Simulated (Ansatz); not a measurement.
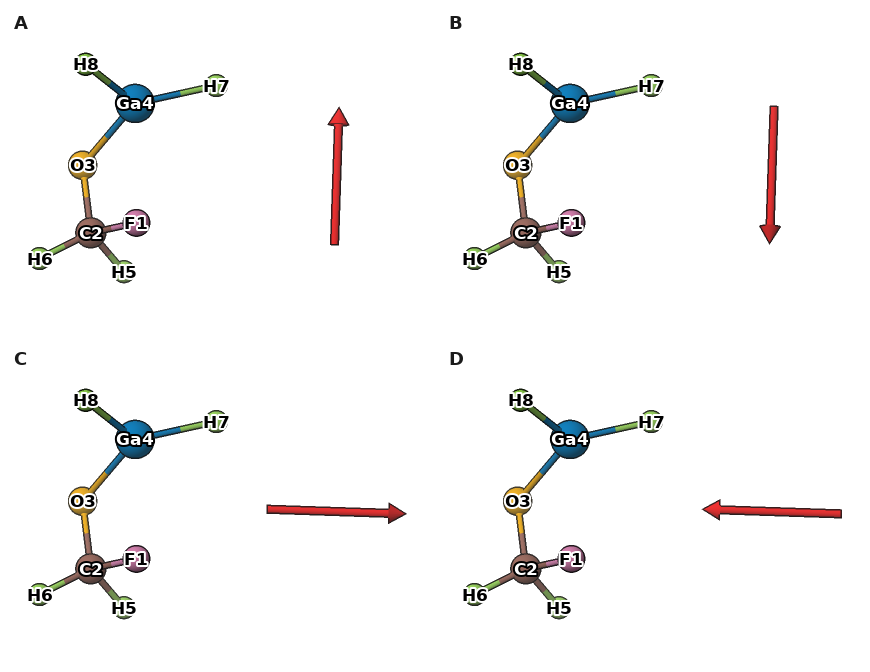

The same molecule four times, each with an arrow. The computed geometry is a stationary point of PBE0-D4/def2-TZVP, a saddle point of order 1. Method: RKS PBE0-D4/def2-TZVP (Ansatz 0.2.0).

Which arrow points along the dipole moment, from the negative to the positive end?

B. The dipole moment is 0.52 D; it points from the side of H7, H8 to the side of H5, H6 (the outermost atoms at the two ends).
